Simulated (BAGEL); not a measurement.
# A workflow on singlet CH5Ge+

We compute a single-point energy (singlet CH5Ge+, HF/cc-pVDZ), then the energy (doublet CH5Ge, NEVPT2(3,3)/cc-pVDZ), then a single-point energy (doublet CH5Ge, CASPT2(3,3)/cc-pVDZ) of CH5Ge. 

The results are computed with BAGEL 1.2.2.

### Step 1. The molecule

CH5Ge+ has 7 atoms, charge +1, and is taken as a singlet. As SMILES of the parent species, `[CH3][GeH2]`. One bond was lengthened or shortened from a relaxed shape. That shape belongs to the parent species and isn't relaxed for this state.

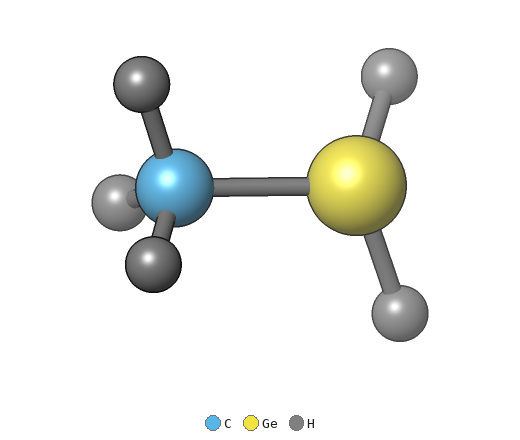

The structure, seen from a chosen angle (carbon blue, germanium yellow, hydrogen grey).

### Step 2. A single-point energy at HF/cc-pVDZ (density fitting with svp-jkfit) (run 1)

Contents of input.json:

```json
{ "bagel": [

{
  "title": "molecule",
  "basis": "cc-pvdz.json",
  "df_basis": "svp-jkfit",
  "angstrom": false,
  "geometry": [
    { "atom": "C", "xyz": [ -0.21121091, -1.42813784, -0.52898348 ] },
    { "atom": "Ge", "xyz": [  1.00501682,  1.65986362,  1.11394442 ] },
    { "atom": "H", "xyz": [ -2.17923217, -2.20417655,  0.53630427 ] },
    { "atom": "H", "xyz": [  1.22630375, -2.89985655, -0.43563100 ] },
    { "atom": "H", "xyz": [ -0.63753312, -1.03904323, -2.51168413 ] },
    { "atom": "H", "xyz": [ -1.01528938,  3.76879797,  1.03495387 ] },
    { "atom": "H", "xyz": [  3.46770791,  2.62154524, -0.12892845 ] }
  ]
},
{
  "title": "hf",
  "charge": 1
},
{
  "title": "print",
  "file": "orbitals.molden",
  "orbitals": true
}

]}
```

The basis set cc-pVDZ is read from a file made from the Basis Set Exchange's data (not shown).

Started as:

```console
$ BAGEL_NUM_THREADS=1 BAGEL input.json > input.out
```

Log:

```text
* using 1 threads per process

  ===============================================================
  ===============================================================

  *** Geometry ***

  { "atom" : "C", "xyz" : [     -0.211211,     -1.428138,     -0.528983 ] },
  { "atom" : "Ge", "xyz" : [      1.005017,      1.659864,      1.113944 ] },
  { "atom" : "H", "xyz" : [     -2.179232,     -2.204177,      0.536304 ] },
  { "atom" : "H", "xyz" : [      1.226304,     -2.899857,     -0.435631 ] },
  { "atom" : "H", "xyz" : [     -0.637533,     -1.039043,     -2.511684 ] },
  { "atom" : "H", "xyz" : [     -1.015289,      3.768798,      1.034954 ] },
  { "atom" : "H", "xyz" : [      3.467708,      2.621545,     -0.128928 ] },

  Number of auxiliary basis functions:      431

  Since a DF basis is specified, we compute 2- and 3-index integrals:
    o Being stored without compression. Storage requirement is 0.015 GB

  Number of basis functions:       66
  Number of electrons      :       43

    * METHOD: MOLECULE                             0.18

  *** RHF ***

  === Nuclear Repulsion ===
   105.9336323860

      * DIIS with orbital gradients will be used.

  === RHF iteration (cc-pvdz.json) ===
      0      -2115.67116806          0.01455388           0.04
      1      -2115.76305636          0.00679514           0.04
      2      -2115.77830050          0.00144199           0.04
      3      -2115.77959541          0.00038906           0.04
      4      -2115.77968770          0.00013251           0.03
      5      -2115.77970815          0.00005059           0.03
      6      -2115.77971097          0.00001497           0.03
      7      -2115.77971125          0.00000392           0.04
      8      -2115.77971126          0.00000123           0.03
      9      -2115.77971126          0.00000035           0.03
     10      -2115.77971126          0.00000007           0.03
     11      -2115.77971126          0.00000002           0.03
     12      -2115.77971126          0.00000000           0.04
    * SCF iteration converged.

    * Permanent dipole moment:
           (   -0.089640,     0.048697,    -0.396084) a.u.

    * METHOD: HF                                   0.60

    * METHOD: PRINT                                0.01

  ===============================================================
```

It took 0.93 s on 1 thread of Arm Neoverse V1, shared host; peak memory 0.14 GiB.

### Step 3. Doublet neutral CH5Ge: the energy at NEVPT2(3,3)/cc-pVDZ (density fitting with svp-jkfit) (run 2)

Contents of nevpt2.json:

```json
{ "bagel" : [

{
  "title" : "molecule",
  "basis" : "cc-pvdz.json",
  "df_basis" : "svp-jkfit",
  "angstrom" : false,
  "geometry" : [
    { "atom" : "C", "xyz" : [    -0.21121091,    -1.42813784,    -0.52898348 ] },
    { "atom" : "Ge", "xyz" : [     1.00501682,     1.65986362,     1.11394442 ] },
    { "atom" : "H", "xyz" : [    -2.17923217,    -2.20417655,     0.53630427 ] },
    { "atom" : "H", "xyz" : [     1.22630375,    -2.89985655,    -0.43563100 ] },
    { "atom" : "H", "xyz" : [    -0.63753312,    -1.03904323,    -2.51168413 ] },
    { "atom" : "H", "xyz" : [    -1.01528938,     3.76879797,     1.03495387 ] },
    { "atom" : "H", "xyz" : [     3.46770791,     2.62154524,    -0.12892845 ] }
  ]
},

{ "title" : "hf", "charge" : 1 },

{ "title" : "casscf", "nstate" : 1, "nact" : 3, "nclosed" : 20, "nspin" : 1, "active" : [19, 22, 26], "maxiter" : 200, "natocc" : true },

{
  "title" : "nevpt2",
  "nstate" : 1,
  "nact" : 3,
  "nclosed" : 20,
  "nspin" : 1,
  "active" : [19, 22, 26],
  "maxiter" : 200,
  "natocc" : true,
  "ncore" : 10
},

{ "title" : "print", "file" : "orbitals.molden", "orbitals" : true }

]}
```

The basis set cc-pVDZ is read from a file made from the Basis Set Exchange's data (not shown).

Started as:

```console
$ BAGEL_NUM_THREADS=1 BAGEL nevpt2.json > nevpt2.out
```

Log:

```text
* using 1 threads per process

  ===============================================================
  ===============================================================

  *** Geometry ***

  { "atom" : "C", "xyz" : [     -0.211211,     -1.428138,     -0.528983 ] },
  { "atom" : "Ge", "xyz" : [      1.005017,      1.659864,      1.113944 ] },
  { "atom" : "H", "xyz" : [     -2.179232,     -2.204177,      0.536304 ] },
  { "atom" : "H", "xyz" : [      1.226304,     -2.899857,     -0.435631 ] },
  { "atom" : "H", "xyz" : [     -0.637533,     -1.039043,     -2.511684 ] },
  { "atom" : "H", "xyz" : [     -1.015289,      3.768798,      1.034954 ] },
  { "atom" : "H", "xyz" : [      3.467708,      2.621545,     -0.128928 ] },

  Number of auxiliary basis functions:      431

  Since a DF basis is specified, we compute 2- and 3-index integrals:
    o Being stored without compression. Storage requirement is 0.015 GB

  Number of basis functions:       66
  Number of electrons      :       43

    * METHOD: MOLECULE                             0.18

  *** RHF ***

  === Nuclear Repulsion ===
   105.9336323860

      * DIIS with orbital gradients will be used.

  === RHF iteration (cc-pvdz.json) ===
      0      -2115.67116806          0.01455388           0.04
      1      -2115.76305636          0.00679514           0.03
      2      -2115.77830050          0.00144199           0.03
      3      -2115.77959541          0.00038906           0.03
      4      -2115.77968770          0.00013251           0.04
      5      -2115.77970815          0.00005059           0.03
      6      -2115.77971097          0.00001497           0.03
      7      -2115.77971125          0.00000392           0.03
      8      -2115.77971126          0.00000123           0.03
      9      -2115.77971126          0.00000035           0.03
     10      -2115.77971126          0.00000007           0.03
     11      -2115.77971126          0.00000002           0.03
     12      -2115.77971126          0.00000000           0.03
    * SCF iteration converged.

    * Permanent dipole moment:
           (   -0.089640,     0.048697,    -0.396084) a.u.

    * METHOD: HF                                   0.60

  ---------------------------
      CASSCF calculation
  ---------------------------

    ==== Active orbitals : =====
         Orbital 19
         Orbital 22
         Orbital 26
    ============================

    * nstate   :      1
    * nclosed  :     20
    * nact     :      3
    * nvirt    :     43
  === CASSCF iteration (cc-pvdz.json) ===

    * Using the second-order algorithm

      0  0     -2116.03632537     1.32e-02      0.02

      1  0     -2116.06390497     5.35e-04      0.21

      2  0     -2116.07995731     1.50e-03      0.17

      3  0     -2116.08270478     1.55e-04      0.20

      4  0     -2116.08274908     2.92e-05      0.20

      5  0     -2116.08274968     5.14e-06      0.21

      6  0     -2116.08274969     1.02e-06      0.20

      7  0     -2116.08274969     2.35e-07      0.20

      8  0     -2116.08274969     5.81e-08      0.18

      9  0     -2116.08274969     1.47e-08      0.18

     10  0     -2116.08274969     3.75e-09      0.15

    * Second-order optimization converged. *

     guess   0:   closed 1..                  open .1.

  === FCI iteration ===

      0  0     -2116.06277952     5.50e-02      0.00
      1  0     -2116.08274509     6.61e-04      0.00
      2  0     -2116.08274958     9.84e-05      0.00
      3  0     -2116.08274969     9.28e-06      0.00
      4  0     -2116.08274969     6.97e-07      0.00
      5  0     -2116.08274969     2.84e-09      0.00
      6  0 *   -2116.08274969     5.08e-11      0.00

     * ci vector, state   0, <S^2> = 0.7500
       2a.     0.9927490319
       .a2     0.1200747387

    * METHOD: CASSCF                               2.01

    * freezing 10 orbitals

  === DF-NEVPT2 calculation ===

    * 3-index integral transformation done
    * assembly done

      NEVPT2 correlation energy:   -0.2372777069      0.09

          (+0)     -0.1585483874
          (+0)'    -0.0185918377
          (+1)     -0.0095428024
          (+1)'    -0.0002533983
          (+2)     -0.0002490617
          (-1)     -0.0407687947
          (-1)'    -0.0003833843
          (-2)     -0.0089400403

      NEVPT2 total energy:       -2116.3200273978

    * METHOD: NEVPT2                               0.16

    * METHOD: PRINT                                0.01

  ===============================================================
```

Run time: 3.3 s. Hardware: 1 thread of Arm Neoverse V1, shared host; peak memory 0.14 GiB.

### Step 4. Doublet neutral CH5Ge: a single-point energy at CASPT2(3,3)/cc-pVDZ (density fitting with svp-jkfit) (run 3)

Contents of calc.json:

```json
{ "bagel" : [

{
  "title" : "molecule",
  "basis" : "cc-pvdz.json",
  "df_basis" : "svp-jkfit",
  "geometry" : [
    { "atom" : "C", "xyz" : [    -0.21121091,    -1.42813784,    -0.52898348 ] },
    { "atom" : "Ge", "xyz" : [     1.00501682,     1.65986362,     1.11394442 ] },
    { "atom" : "H", "xyz" : [    -2.17923217,    -2.20417655,     0.53630427 ] },
    { "atom" : "H", "xyz" : [     1.22630375,    -2.89985655,    -0.43563100 ] },
    { "atom" : "H", "xyz" : [    -0.63753312,    -1.03904323,    -2.51168413 ] },
    { "atom" : "H", "xyz" : [    -1.01528938,     3.76879797,     1.03495387 ] },
    { "atom" : "H", "xyz" : [     3.46770791,     2.62154524,    -0.12892845 ] }
  ]
},

{ "title" : "hf", "charge" : 1 },

{ "title" : "casscf", "nstate" : 1, "nact" : 3, "nclosed" : 20, "nspin" : 1, "active" : [19, 22, 26], "maxiter" : 200, "natocc" : true },

{ "title" : "print", "file" : "orbitals.molden", "orbitals" : true },

{ "title" : "smith", "method" : "caspt2", "ms" : true, "xms" : true, "sssr" : true, "shift" : 0.2, "shift_imag" : true, "ncore" : 10 }

]}
```

The basis set cc-pVDZ is read from a file made from the Basis Set Exchange's data (not shown).

Started as:

```console
$ BAGEL_NUM_THREADS=1 BAGEL calc.json > calc.out
```

Log:

```text
* using 1 threads per process

  ===============================================================
  ===============================================================

  *** Geometry ***

  { "atom" : "C", "xyz" : [     -0.211211,     -1.428138,     -0.528983 ] },
  { "atom" : "Ge", "xyz" : [      1.005017,      1.659864,      1.113944 ] },
  { "atom" : "H", "xyz" : [     -2.179232,     -2.204177,      0.536304 ] },
  { "atom" : "H", "xyz" : [      1.226304,     -2.899857,     -0.435631 ] },
  { "atom" : "H", "xyz" : [     -0.637533,     -1.039043,     -2.511684 ] },
  { "atom" : "H", "xyz" : [     -1.015289,      3.768798,      1.034954 ] },
  { "atom" : "H", "xyz" : [      3.467708,      2.621545,     -0.128928 ] },

  Number of auxiliary basis functions:      431

  Since a DF basis is specified, we compute 2- and 3-index integrals:
    o Being stored without compression. Storage requirement is 0.015 GB

  Number of basis functions:       66
  Number of electrons      :       43

    * METHOD: MOLECULE                             0.18

  *** RHF ***

  === Nuclear Repulsion ===
   105.9336323860

      * DIIS with orbital gradients will be used.

  === RHF iteration (cc-pvdz.json) ===
      0      -2115.67116806          0.01455388           0.04
      1      -2115.76305636          0.00679514           0.04
      2      -2115.77830050          0.00144199           0.03
      3      -2115.77959541          0.00038906           0.04
      4      -2115.77968770          0.00013251           0.03
      5      -2115.77970815          0.00005059           0.04
      6      -2115.77971097          0.00001497           0.03
      7      -2115.77971125          0.00000392           0.04
      8      -2115.77971126          0.00000123           0.04
      9      -2115.77971126          0.00000035           0.03
     10      -2115.77971126          0.00000007           0.03
     11      -2115.77971126          0.00000002           0.04
     12      -2115.77971126          0.00000000           0.04
    * SCF iteration converged.

    * Permanent dipole moment:
           (   -0.089640,     0.048697,    -0.396084) a.u.

    * METHOD: HF                                   0.61

  ---------------------------
      CASSCF calculation
  ---------------------------

    ==== Active orbitals : =====
         Orbital 19
         Orbital 22
         Orbital 26
    ============================

    * nstate   :      1
    * nclosed  :     20
    * nact     :      3
    * nvirt    :     43
  === CASSCF iteration (cc-pvdz.json) ===

    * Using the second-order algorithm

      0  0     -2116.03632537     1.32e-02      0.02

      1  0     -2116.06390497     5.35e-04      0.22

      2  0     -2116.07995731     1.50e-03      0.17

      3  0     -2116.08270478     1.55e-04      0.20

      4  0     -2116.08274908     2.92e-05      0.20

      5  0     -2116.08274968     5.14e-06      0.20

      6  0     -2116.08274969     1.02e-06      0.19

      7  0     -2116.08274969     2.35e-07      0.20

      8  0     -2116.08274969     5.81e-08      0.18

      9  0     -2116.08274969     1.47e-08      0.17

     10  0     -2116.08274969     3.75e-09      0.15

    * Second-order optimization converged. *

     guess   0:   closed 1..                  open .1.

  === FCI iteration ===

      0  0     -2116.06277952     5.50e-02      0.00
      1  0     -2116.08274509     6.61e-04      0.00
      2  0     -2116.08274958     9.84e-05      0.00
      3  0     -2116.08274969     9.28e-06      0.00
      4  0     -2116.08274969     6.97e-07      0.00
      5  0     -2116.08274969     2.84e-09      0.00
      6  0 *   -2116.08274969     5.08e-11      0.00

     * ci vector, state   0, <S^2> = 0.7500
       2a.     0.9927490319
       .a2     0.1200747387

    * METHOD: CASSCF                               2.01

    * METHOD: PRINT                                0.01

  === SMITH program ===

    * freezing 10 orbitals

    * Approximate memory requirement for SMITH calulation per MPI process:
      o Storage requirement for T-amplitude, lambda, and residual is 0.01 GB
      o Storage requirement for MO integrals is 0.00 GB
    * Calculating and saving rdm4f

    * Zeroth order energy : state  0       -1.2014823403

    * CASPT2 iteration is performed using orthogonal basis

      -------------------------------------------  CASPT2 iteration  ---------------------------------------------------
       #      aibj      arbs      arbi      airj      risj      airs      arst      rist         Etot      error   time
      ------------------------------------------------------------------------------------------------------------------

       0  -0.15845  -0.01081  -0.04310  -0.01053  -0.00036  -0.01670  -0.00039  -0.00024   -0.2405806  0.0018242   0.04
       1  -0.15863  -0.01088  -0.04323  -0.01065  -0.00038  -0.01711  -0.00041  -0.00026   -0.2415466  0.0003174   0.03
       2  -0.15865  -0.01088  -0.04323  -0.01065  -0.00039  -0.01712  -0.00041  -0.00026   -0.2415814  0.0000686   0.04
       3  -0.15865  -0.01088  -0.04323  -0.01065  -0.00039  -0.01712  -0.00041  -0.00026   -0.2415827  0.0000143   0.04
       4  -0.15865  -0.01088  -0.04323  -0.01065  -0.00039  -0.01712  -0.00041  -0.00026   -0.2415827  0.0000031   0.04
       5  -0.15865  -0.01088  -0.04323  -0.01065  -0.00039  -0.01712  -0.00041  -0.00026   -0.2415827  0.0000006   0.04

      ------------------------------------------------------------------------------------------------------------------

    * CASPT2 energy : state  0    -2116.3261014041
        w/o shift correction      -2116.3243324333
        reference weight              0.9124588446

    * METHOD: SMITH                                0.35

  ===============================================================
```

Run time: 3.3 s. Hardware: 1 thread of Arm Neoverse V1, shared host; peak memory 0.14 GiB.

### Step 5. Summary of results

| quantity | value |
| --- | --- |
| run 1, HF/cc-pVDZ: total energy | -2115.77971 Eh |
| run 1, HF/cc-pVDZ: HOMO energy | -18.15 eV |
| run 1, HF/cc-pVDZ: LUMO energy | -6.94 eV |
| run 1, HF/cc-pVDZ: HOMO–LUMO gap | 11.21 eV |
| doublet neutral CH5Ge, run 2: total energy | -2116.32003 Eh |
| doublet neutral CH5Ge, run 3: total energy | -2116.32610 Eh |
